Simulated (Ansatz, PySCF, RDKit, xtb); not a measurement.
# Isomers of C6H7F, a sample narrowed down

A sample of isomers of C6H7F is drawn. Aim: find which of them has the lowest free energy at 298.15 K, then its properties. The sample is small against all isomers, and the most stable one of this formula need not be in it.

The funnel: GFN2-xTB relaxations, single points with a density functional, relaxations at B3LYP-D3(BJ)/def2-SVP, harmonic vibrations (at GFN2-xTB), and a last energy at a higher level. All values are calculated.

### Step 1. Candidates

Isomers were taken from a list of plausible structures; this is a sample, not all of them. That gives 14 candidates.

```tsv
label	SMILES	spin
c136	CC1=CCC=C1F	singlet
c164	C#C[C@](C)(F)C=C	singlet
c261	F[C@@H]1[C@@H]2C=CC[C@H]12	singlet
c304	C#C[C@@H]1[C@@H](C)[C@H]1F	singlet
c355	C=C1C(C)=C[C@@H]1F	singlet
c384	F[C@]12C=C[C@H](C1)C2	singlet
c448	C#C[C@H](C)/C=C\F	singlet
c530	FCC1=CC=CC1	singlet
c583	C#C[C@@H]1CC[C@@H]1F	singlet
c633	F[C@@H]1CC1=C1CC1	singlet
c676	F[C@@H]1[C@H]2C[C@@H]3[C@H]2[C@H]13	singlet
c730	C=C1CC(=CF)C1	singlet
c980	F/C=C/CC1C=C1	singlet
c991	CC1=CCC(F)=C1	singlet
```

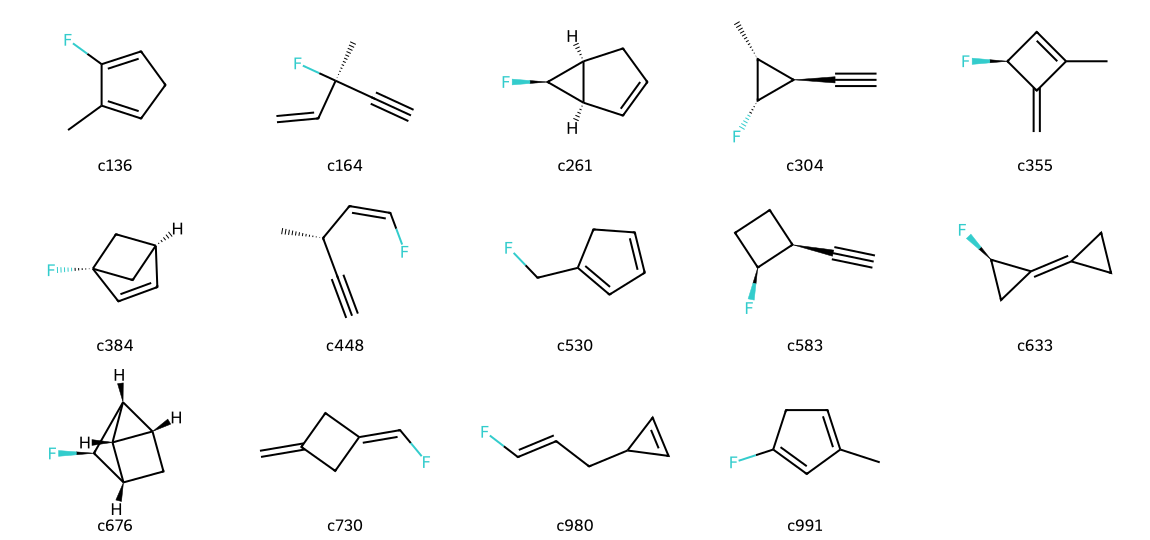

Structural formulas of the candidates.

Candidates are built by distance geometry, with a force field where one applies, in up to four conformers (letters a to d).

### Step 2. Search with GFN2-xTB

All 21 starts are relaxed the same way. One of them, c164a (taken from a list of plausible isomers, embedded by distance geometry and MMFF94), in full:

File start.xyz:

```xyz
14
c164a
C     -1.994025    -0.817863    -0.665996
C     -0.881264    -0.228880    -0.466685
C      0.395931     0.411536    -0.309943
C      0.446470     0.983878     1.160806
C      1.454722    -0.560624    -0.576555
C      2.440683    -0.412053    -1.544909
F      0.427759     1.517972    -1.148982
H     -2.950287    -1.254420    -0.846282
H      1.416252     1.528803     1.229834
H      0.378952     0.167729     1.858596
H     -0.346441     1.740515     1.279003
H      1.565085    -1.457828     0.026365
H      2.427714     0.486667    -2.179538
H      3.204168    -1.135377    -1.707141
```

Started as:

```console
$ xtb start.xyz --gfn 2 --opt
```

The program printed (excerpt; [...] marks lines left out):

```text
* xtb version 6.7.1
[...]
          :  # basis functions                  35          :
[...]
          :  # electrons                        38          :
[...]
          :  Hamiltonian                  GFN2-xTB          :
[...]
          :  net charge                          0          :
          :  unpaired electrons                  0          :
[...]
   *** convergence criteria satisfied after 11 iterations ***
[...]
   *** GEOMETRY OPTIMIZATION CONVERGED AFTER 9 ITERATIONS ***
[...]
   *** convergence criteria satisfied after 3 iterations ***
[...]
         ::                     SUMMARY                     ::
         :::::::::::::::::::::::::::::::::::::::::::::::::::::
         :: total energy             -21.039246298091 Eh    ::
         :: gradient norm              0.000785516891 Eh/a0 ::
         :: HOMO-LUMO gap              5.375837444372 eV    ::
         ::.................................................::
         :: SCC energy               -21.392706122191 Eh    ::
         :: -> isotropic ES            0.018115283509 Eh    ::
         :: -> anisotropic ES          0.001970906000 Eh    ::
         :: -> anisotropic XC          0.012552954964 Eh    ::
         :: -> dispersion             -0.008590009574 Eh    ::
         :: repulsion energy           0.353459824100 Eh    ::
         :: add. restraining           0.000000000000 Eh    ::
         :: total charge              -0.000000000000 e     ::
         :::::::::::::::::::::::::::::::::::::::::::::::::::::
[...]
        19        2.0000           -0.4171438             -11.3511 (HOMO)
        20                         -0.2195854              -5.9752 (LUMO)
[...]
     #   Z          covCN         q      C6AA      α(0)
     1   6          1.909    -0.089    33.566     9.357
     2   6          1.983    -0.025    31.727     9.096
     3   6          3.715     0.201    17.544     5.984
     4   6          3.761    -0.107    22.590     6.775
     5   6          2.900    -0.035    28.876     8.811
     6   6          2.836    -0.079    29.960     8.970
     7   9          0.787    -0.261    11.880     4.071
     8   1          0.928     0.089     1.893     2.151
     9   1          0.925     0.056     2.252     2.347
    10   1          0.925     0.048     2.349     2.397
    11   1          0.925     0.059     2.215     2.327
    12   1          0.926     0.039     2.460     2.453
    13   1          0.926     0.063     2.165     2.301
    14   1          0.926     0.043     2.408     2.427
[...]
     #   Z sym  total        # sym  WBO       # sym  WBO       # sym  WBO
 ---------------------------------------------------------------------------
     1   6      3.972 --     2      2.906     8      0.968
     2   6      3.977 --     1      2.906     3      1.005
     3   6      3.907 --     2      1.005     5      0.975     4      0.967
                             7      0.902
     4   6      3.992 --    10      0.985     9      0.983    11      0.983
                             3      0.967
     5   6      3.989 --     6      1.984     3      0.975    12      0.965
     6   6      3.990 --     5      1.984    14      0.975    13      0.973
     7   9      1.000 --     3      0.902
     8   1      0.991 --     1      0.968
     9   1      0.997 --     4      0.983
    10   1      0.998 --     4      0.985
    11   1      0.996 --     4      0.983
[...]
molecular dipole:
                 x           y           z       tot (Debye)
 q only:        0.064      -0.527       0.558
   full:        0.027      -0.633       0.628       2.267
molecular quadrupole (traceless):
[...]
          | TOTAL ENERGY              -21.039246298091 Eh   |
          | GRADIENT NORM               0.000785516891 Eh/α |
          | HOMO-LUMO GAP               5.375837444372 eV   |
           -------------------------------------------------
[...]
```

Wall time 0.063 s (4 threads of Arm Neoverse V1, shared host).

### Step 3. What the search left

21 of the 21 relaxations converged. 21 distinct structures remain:

```tsv
label	start	SMILES after	spin	energy (kcal/mol)
c991a	drawn	CC1=CCC(F)=C1	singlet	0.0
c136a	drawn	CC1=CCC=C1F	singlet	0.3
c530b	drawn	FCC1=CC=CC1	singlet	5.0
c530a	drawn	FCC1=CC=CC1	singlet	5.4
c261a	drawn	F[C@@H]1[C@@H]2C=CC[C@H]12	singlet	8.1
c384a	drawn	F[C@]12C=C[C@H](C1)C2	singlet	20.2
c676a	drawn	F[C@@H]1[C@H]2C[C@@H]3[C@H]2[C@H]13	singlet	23.0
c730a	drawn	C=C1CC(=CF)C1	singlet	25.2
c355a	drawn	C=C1C(C)=C[C@@H]1F	singlet	29.5
c583a	drawn	C#C[C@@H]1CC[C@@H]1F	singlet	33.4
c304a	drawn	C#C[C@@H]1[C@@H](C)[C@H]1F	singlet	38.7
c633a	drawn	F[C@@H]1CC1=C1CC1	singlet	42.2
c448a	drawn	C#C[C@H](C)/C=C\F	singlet	43.8
c448b	drawn	C#C[C@H](C)/C=C\F	singlet	45.8
c164a	drawn	C#C[C@](C)(F)C=C	singlet	47.7
c164c	drawn	C#C[C@](C)(F)C=C	singlet	47.8
c164b	drawn	C#C[C@](C)(F)C=C	singlet	48.2
c980a	drawn	F/C=C/CC1C=C1	singlet	62.1
c980c	drawn	F/C=C/CC1C=C1	singlet	62.4
c980b	drawn	F/C=C/CC1C=C1	singlet	62.5
c980d	drawn	F/C=C/CC1C=C1	singlet	65.4
```

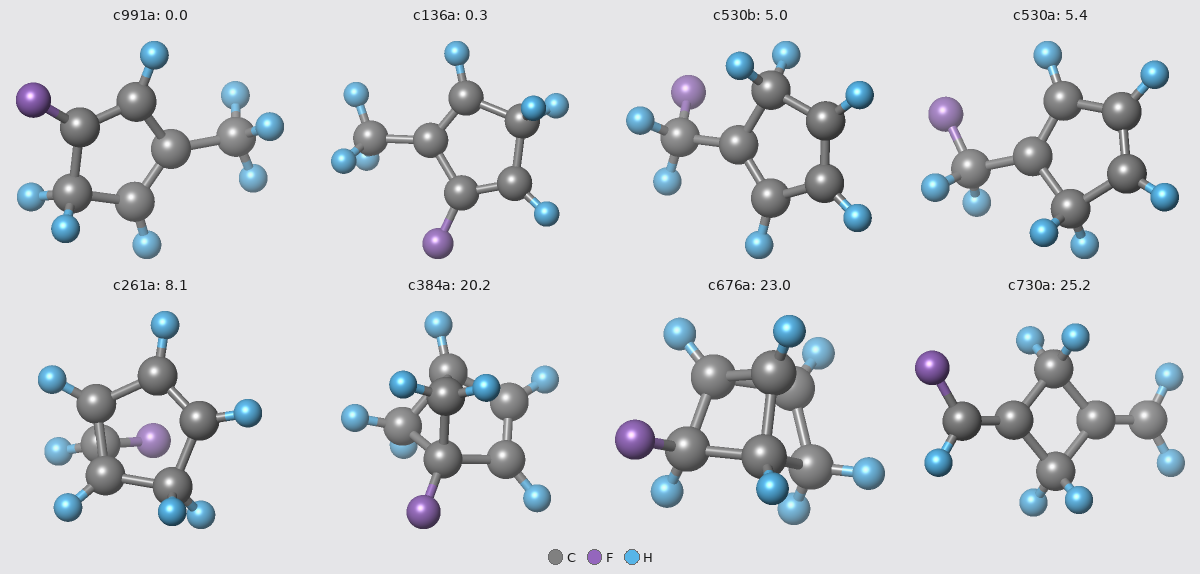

The 8 lowest minima that did not fall apart, with their GFN2-xTB energies in kcal/mol.

### Step 4. Second filter: single points

A choice of the minima (the low ones first, few conformers of a pattern, up to a cap) and the lowest that fell apart get a single point at r2SCAN-D4/def2-SVP on the tight-binding geometry, and one at HF/STO-3G for comparison. The lowest singlets are also tried as triplets at the same geometry (label ending in t). The first, c991a:

File input.yaml:

```yaml
crystal:
  periodic: [false, false, false]
  atoms:
    - {symbol: C, position_ang: [-2.341965, 0.327719, 1.075629]}
    - {symbol: C, position_ang: [-1.050129, 0.610022, 0.391928]}
    - {symbol: C, position_ang: [-0.673351, 0.255080, -0.847100]}
    - {symbol: C, position_ang: [0.710202, 0.744982, -1.129398]}
    - {symbol: C, position_ang: [1.039370, 1.429396, 0.153201]}
    - {symbol: C, position_ang: [0.031212, 1.352233, 1.026286]}
    - {symbol: F, position_ang: [2.227724, 2.027348, 0.334131]}
    - {symbol: H, position_ang: [-3.008003, -0.229636, 0.422264]}
    - {symbol: H, position_ang: [-2.828522, 1.258600, 1.363364]}
    - {symbol: H, position_ang: [-2.170492, -0.252123, 1.982099]}
    - {symbol: H, position_ang: [-1.250513, -0.299810, -1.563161]}
    - {symbol: H, position_ang: [0.742921, 1.434521, -1.976100]}
    - {symbol: H, position_ang: [1.406123, -0.067805, -1.347395]}
    - {symbol: H, position_ang: [-0.002690, 1.753922, 2.021058]}
basis:
  gaussian: {orbitals: def2-SVP}
scf: {lower_state_search: off}
hamiltonian: {xc: {name: r2SCAN}, dispersion: d4}
total_charge: 0
```

Started as:

```console
$ ansatz run input.yaml --threads 4 --pin off --max-ram 7830MiB --events-out events.jsonl --progress --plain --runs-dir runs
```

The program printed (excerpt; [...] marks lines left out):

```text
Warning: RAYON_NUM_THREADS=4 ignored (pool sized by the plan → 4); use --threads N
Functional definition: r2SCAN
  name "r2SCAN"
[...]
1502 factors; their error is unknown
[...]
mean field -9040.24894662 eV, -332.2230210876 hartree, gradient 2.7e-6 eV, S^2 0.000000; 0 other end points of the search recorded, 0 dependent functions left out
reference -9040.24895641 eV, -332.2230214474 hartree; 26, 26 occupied and 107, 107 virtual orbitals, 1502 factors
Total energy: -9040.33092248 eV, -332.2260336449 hartree
Checks for a lower state left out: stability, starts, cluster_reference, orbital_swaps, neighbouring_geometries, increment
```

Wall time 1.8 s (4 threads of Arm Neoverse V1, shared host); peak memory 0.17 GiB.

Relative energies in kcal/mol, each column from its lowest structure that stays in one piece:

```tsv
label	SMILES	spin	GFN2-xTB	HF/STO-3G	r2SCAN-D4/def2-SVP
c136a	CC1=CCC=C1F	singlet	0.3	0.4	0.0
c991a	CC1=CCC(F)=C1	singlet	0.0	0.0	1.5
c530b	FCC1=CC=CC1	singlet	5.0	10.6	6.1
c530a	FCC1=CC=CC1	singlet	5.4	10.6	6.9
c261a	F[C@@H]1[C@@H]2C=CC[C@H]12	singlet	8.1	8.8	15.4
c355a	C=C1C(C)=C[C@@H]1F	singlet	29.5	37.9	29.1
c384a	F[C@]12C=C[C@H](C1)C2	singlet	20.2	17.4	31.6
c730a	C=C1CC(=CF)C1	singlet	25.2	33.8	34.2
c676a	F[C@@H]1[C@H]2C[C@@H]3[C@H]2[C@H]13	singlet	23.0	26.2	43.1
c991at	CC1=CCC(F)=C1	triplet	–	–	71.2
c136at	CC1=CCC=C1F	triplet	–	–	71.3
c530bt	FCC1=CC=CC1	triplet	–	–	73.4
```

### Step 5. Relaxing the best candidates

4 candidates are relaxed at B3LYP-D3(BJ)/def2-SVP (chosen among the lowest in one piece, one conformer a pattern). The first, c136a:

File input.yaml:

```yaml
crystal:
  periodic: [false, false, false]
  atoms:
    - symbol: C
      position_ang: [-2.518577, 0.818489, 0.766088]
    - symbol: C
      position_ang: [-1.109158, 0.739631, 0.298110]
    - symbol: C
      position_ang: [-0.585232, 0.058262, -0.732688]
    - symbol: C
      position_ang: [0.889641, 0.286508, -0.813324]
    - symbol: C
      position_ang: [1.153847, 1.208644, 0.330069]
    - symbol: C
      position_ang: [-0.011226, 1.445845, 0.941551]
    - symbol: F
      position_ang: [-0.200409, 2.227058, 2.017227]
    - symbol: H
      position_ang: [-3.166935, 0.216836, 0.134274]
    - symbol: H
      position_ang: [-2.862450, 1.852308, 0.748917]
    - symbol: H
      position_ang: [-2.593206, 0.464184, 1.793858]
    - symbol: H
      position_ang: [-1.115708, -0.570460, -1.423133]
    - symbol: H
      position_ang: [1.179821, 0.730215, -1.768373]
    - symbol: H
      position_ang: [1.447967, -0.647556, -0.714827]
    - symbol: H
      position_ang: [2.120927, 1.593901, 0.587002]
basis:
  gaussian:
    orbitals: def2-SVP
hamiltonian:
  xc: {name: B3LYP}
  dispersion: d3bj
scf:
  lower_state_search: off
relax:
  f_tol: 0.006
```

Started as:

```console
$ ansatz run input.yaml --threads 4 --pin off --max-ram 7830MiB --events-out events.jsonl --progress --plain --runs-dir runs
```

The program printed (excerpt; [...] marks lines left out):

```text
Warning: RAYON_NUM_THREADS=4 ignored (pool sized by the plan → 4); use --threads N
[...]
Functional definition: B3LYP
  name "B3LYP"
[...]
1528 factors; integrals over basis functions are off by at most 2.9e-4 eV
[...]
mean field -9045.41000273 eV, -332.4126864010 hartree, gradient 7.5e-6 eV, S^2 0.000000; 0 other end points of the search recorded, 0 dependent functions left out
[...]
reference -9045.41024396 eV, -332.4126952662 hartree; 26, 26 occupied and 107, 107 virtual orbitals, 1528 factors
relax step   1: F+E_penalty+E_count = -9045.96320154 eV  Δ(F+E_penalty+E_count) = +0.000e0 eV  max|allowed force component| = 5.408e-1 eV/Å  Δτ_max = 0.0000 Å  (15 SCF iters, accepted)
[...]
relax step   6: F+E_penalty+E_count = -9046.01798212 eV  Δ(F+E_penalty+E_count) = +3.303e-6 eV  max|allowed force component| = 6.641e-3 eV/Å  Δτ_max = 0.0016 Å  (14 SCF iters, rejected (line search))
[...]
Atom 5 at     0.000748     1.447102     0.942105 Å, force    -0.001120     0.000215     0.002161 eV/Å
Atom 6 at    -0.215250     2.218099     2.011730 Å, force     0.001204    -0.000785    -0.002485 eV/Å
Atom 7 at    -3.195837     0.215299     0.144761 Å, force     0.000351     0.000167     0.000201 eV/Å
Atom 8 at    -2.886283     1.863936     0.758079 Å, force     0.000141    -0.000489    -0.000105 eV/Å
Atom 9 at    -2.614193     0.472141     1.813759 Å, force     0.000137     0.000278    -0.000371 eV/Å
Atom 10 at    -1.134788    -0.587022    -1.439131 Å, force    -0.000591    -0.000038     0.000005 eV/Å
Atom 11 at     1.196447     0.728126    -1.786912 Å, force     0.000093     0.000152    -0.000287 eV/Å
Atom 12 at     1.468564    -0.660354    -0.730428 Å, force     0.000242    -0.000240     0.000051 eV/Å
Atom 13 at     2.152336     1.617564     0.611417 Å, force     0.000464    -0.000139     0.000154 eV/Å
Dipole moment:    -0.017609    -0.187815    -0.242269 e Å
Checks for a lower state left out: stability, starts, cluster_reference, orbital_swaps, neighbouring_geometries, increment
```

Run time: 13 s. Hardware: 4 threads of Arm Neoverse V1, shared host; peak memory 0.33 GiB.

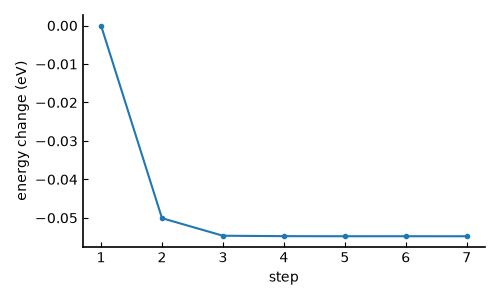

Energy along the run, all evaluated steps.

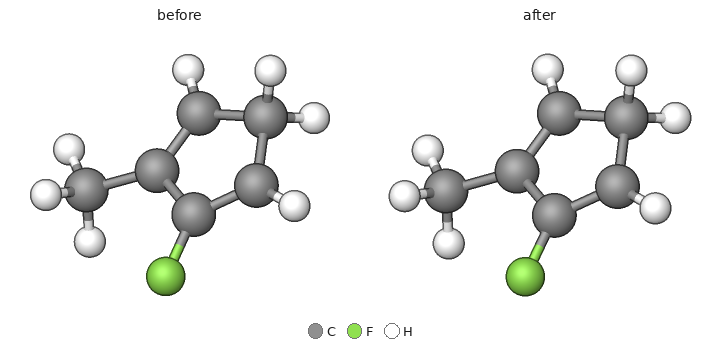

Before and after, at one scale.

After the run. Bond lengths: C1–C2 1.494 Å, C2–C3 1.353 Å, C3–C4 1.507 Å, C4–C5 1.504 Å, C2–C6 1.471 Å, C5–C6 1.347 Å, C6–F7 1.336 Å, C1–H8 1.099 Å, C1–H9 1.103 Å, C1–H10 1.103 Å, C3–H11 1.091 Å, C4–H12 1.107 Å, C4–H13 1.107 Å, C5–H14 1.088 Å. Some angles: C1–C2–C3 130.0°, C1–C2–C6 123.2°, C3–C2–C6 106.7°, C2–C3–C4 110.0°, C3–C4–C5 104.1°, C4–C5–C6 106.8°, C2–C6–C5 112.4°, C2–C6–F7 120.6°, C5–C6–F7 127.0°, C2–C1–H8 111.3°.

### Step 6. The relaxed candidates

```tsv
label	spin	r2SCAN-D4/def2-SVP (kcal/mol)	B3LYP-D3(BJ)/def2-SVP, relaxed (kcal/mol)	time
c136a	singlet	0.0	0.0	13 s
c991a	singlet	1.5	1.4	11 s
c530b	singlet	6.1	5.1	15 s
c261a	singlet	15.4	17.3	12 s
```

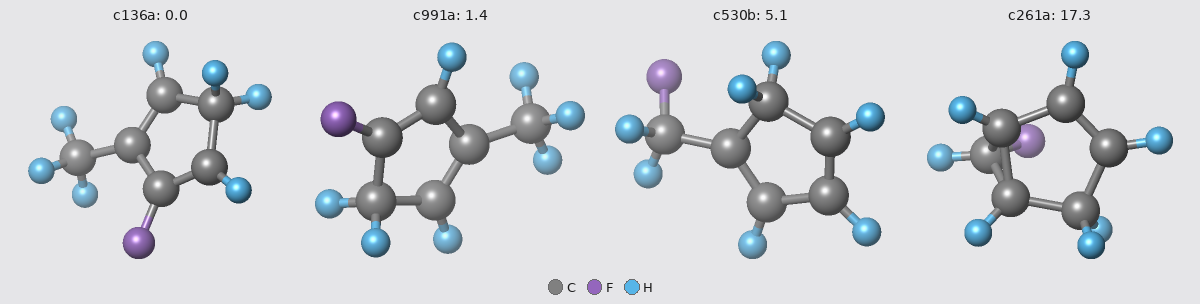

The relaxed structures, with energies at B3LYP-D3(BJ)/def2-SVP in kcal/mol.

### Step 7. Are they minima? Harmonic frequencies

The lowest few in one piece go on as finalists (c261a drops out). In this search the thermal terms come from GFN2-xTB at its own nearest minimum. The first, c136a:

File start.xyz:

```xyz
14
c136a
C     -2.526288     0.821496     0.771310
C     -1.112901     0.736350     0.294786
C     -0.584697     0.049204    -0.744621
C      0.901600     0.286291    -0.815963
C      1.179845     1.215633     0.333859
C      0.000748     1.447102     0.942105
F     -0.215250     2.218099     2.011730
H     -3.195837     0.215299     0.144761
H     -2.886283     1.863936     0.758079
H     -2.614193     0.472141     1.813759
H     -1.134788    -0.587022    -1.439131
H      1.196447     0.728126    -1.786912
H      1.468564    -0.660354    -0.730428
H      2.152336     1.617564     0.611417
```

Started as:

```console
$ xtb start.xyz --gfn 2 --ohess tight
```

The program printed (excerpt; [...] marks lines left out):

```text
* xtb version 6.7.1
[...]
          :  # basis functions                  35          :
[...]
          :  # electrons                        38          :
[...]
          :  Hamiltonian                  GFN2-xTB          :
[...]
          :  net charge                          0          :
          :  unpaired electrons                  0          :
[...]
   *** convergence criteria satisfied after 11 iterations ***
[...]
   *** GEOMETRY OPTIMIZATION CONVERGED AFTER 6 ITERATIONS ***
[...]
   *** convergence criteria satisfied after 3 iterations ***
[...]
         ::                     SUMMARY                     ::
         :::::::::::::::::::::::::::::::::::::::::::::::::::::
         :: total energy             -21.114881361029 Eh    ::
         :: gradient norm              0.000070686796 Eh/a0 ::
         :: HOMO-LUMO gap              3.777823679799 eV    ::
         ::.................................................::
         :: SCC energy               -21.414759825420 Eh    ::
         :: -> isotropic ES            0.013918795621 Eh    ::
         :: -> anisotropic ES          0.002105148964 Eh    ::
         :: -> anisotropic XC          0.006101683760 Eh    ::
         :: -> dispersion             -0.008804327602 Eh    ::
         :: repulsion energy           0.299878464391 Eh    ::
         :: add. restraining           0.000000000000 Eh    ::
         :: total charge              -0.000000000000 e     ::
         :::::::::::::::::::::::::::::::::::::::::::::::::::::
[...]
        19        2.0000           -0.3808628             -10.3638 (HOMO)
        20                         -0.2420303              -6.5860 (LUMO)
[...]
molecular dipole:
                 x           y           z       tot (Debye)
 q only:        0.021      -0.539      -0.714
   full:        0.074      -0.567      -0.764       2.425
molecular quadrupole (traceless):
[...]
          | TOTAL ENERGY              -21.114881361029 Eh   |
          | TOTAL ENTHALPY            -20.997066967006 Eh   |
          | TOTAL FREE ENERGY         -21.035372198764 Eh   |
          | GRADIENT NORM               0.000070700806 Eh/α |
[...]
```

It took 0.15 s on 4 threads of Arm Neoverse V1, shared host.

### Step 8. Zero-point energy and free-energy terms

As xtb prints them, at 298.15 K, with its own treatment of low modes:

```tsv
label	SMILES	spin	lowest mode (cm⁻¹)	zero-point (kcal/mol)	G − E (kcal/mol)
c136a	CC1=CCC=C1F	singlet	92	69.1	49.9
c991a	CC1=CCC(F)=C1	singlet	114	69.2	50.0
c530b	FCC1=CC=CC1	singlet	44	69.2	49.9
```

### Step 9. Last filter: a higher level

Each finalist gets a single point at CCSD(T)/def2-SVP + MP2/def2-TZVPP - MP2/def2-SVP.

c136a, CCSD(T)/def2-SVP:

File input.yaml:

```yaml
basis:
  gaussian:
    orbitals: def2-SVP
crystal:
  periodic: [false, false, false]
  atoms:
    - symbol: C
      position_ang: [-2.526288, 0.821496, 0.771310]
    - symbol: C
      position_ang: [-1.112901, 0.736350, 0.294786]
    - symbol: C
      position_ang: [-0.584697, 0.049204, -0.744621]
    - symbol: C
      position_ang: [0.901600, 0.286291, -0.815963]
    - symbol: C
      position_ang: [1.179845, 1.215633, 0.333859]
    - symbol: C
      position_ang: [0.000748, 1.447102, 0.942105]
    - symbol: F
      position_ang: [-0.215250, 2.218099, 2.011730]
    - symbol: H
      position_ang: [-3.195837, 0.215299, 0.144761]
    - symbol: H
      position_ang: [-2.886283, 1.863936, 0.758079]
    - symbol: H
      position_ang: [-2.614193, 0.472141, 1.813759]
    - symbol: H
      position_ang: [-1.134788, -0.587022, -1.439131]
    - symbol: H
      position_ang: [1.196447, 0.728126, -1.786912]
    - symbol: H
      position_ang: [1.468564, -0.660354, -0.730428]
    - symbol: H
      position_ang: [2.152336, 1.617564, 0.611417]
correlation:
  method: ccsd_t
  frozen_orbitals: {C: 1, F: 1, H: 0}
```

Started as:

```console
$ ansatz run input.yaml --threads 4 --pin off --max-ram 7830MiB --events-out events.jsonl --progress --plain --runs-dir runs
```

The program printed (excerpt; [...] marks lines left out):

```text
Warning: RAYON_NUM_THREADS=4 ignored (pool sized by the plan → 4); use --threads N
Functional definition: HF
  name "HF"
[...]
1371 factors; integrals over basis functions are off by at most 1.2e-3 eV
[...]
mean field -8991.57338485 eV, -330.4342271860 hartree, gradient 8.7e-7 eV, S^2 0.000000; 0 other end points of the search recorded, 0 dependent functions left out; unrestricted orbitals would lower it
7 core orbitals not correlated: weight in the atoms' cores, before any rotation towards them, 1.000 or more for the frozen orbitals, at most 0.000 for the correlated occupied ones
reference -8991.57338485 eV, -330.4342271860 hartree; 19, 19 occupied and 107, 107 virtual orbitals, 1371 factors
second order -26.73803362 eV of doubles, -0.00000000 eV of singles
cycle   1  -27.32721992 eV  change   -5.9e-1 eV  update   1.1e-1
[...]
cycle   9  -28.18086263 eV  change   -1.6e-5 eV  update   3.2e-5
perturbative correction -1.00536666 eV, -0.0369465432 hartree
Total energy: -9020.75961414 eV, -331.5068013290 hartree
```

Wall time 23 s (4 threads of Arm Neoverse V1, shared host); peak memory 1 GiB.

[end of part 1 of 2]
